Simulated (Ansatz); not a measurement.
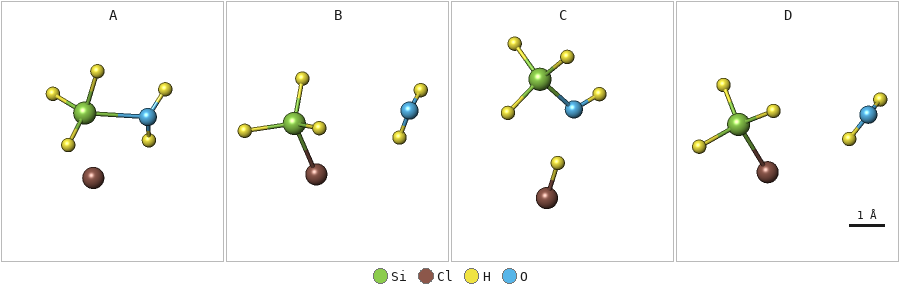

4 geometries from a converged minimum-energy path of SiH₅OCl, made up at the start of SiH3Cl and H$_{2}$O, shuffled. The picture is a ball-and-stick view, seen at a tilt.

Method: RKS B3LYP/def2-TZVP (Ansatz 0.2.0). Run with 9 movable images; climbing image; force threshold 0.03 eV/Å; iteration limit 60; starting path through a guess of the saddle point.

> Which frame is the top of the path?

A. In order along the path, whose images run from 0 to 10: B (image 0, 0.0 kJ/mol), D (image 1, +1.5 kJ/mol), A (image 4, +94.8 kJ/mol), C (image 9, −7.4 kJ/mol). Breaking: H–O (0.96 → 1.92 Å), Cl–Si (2.08 → 4.48 Å). Forming: Cl–H (2.68 → 1.30 Å), O–Si (3.42 → 1.67 Å).

Limits of the set-up: the start holds two separate molecules, 2.7 Å apart at their closest, whose relative position is a soft coordinate and is computed without a dispersion correction.
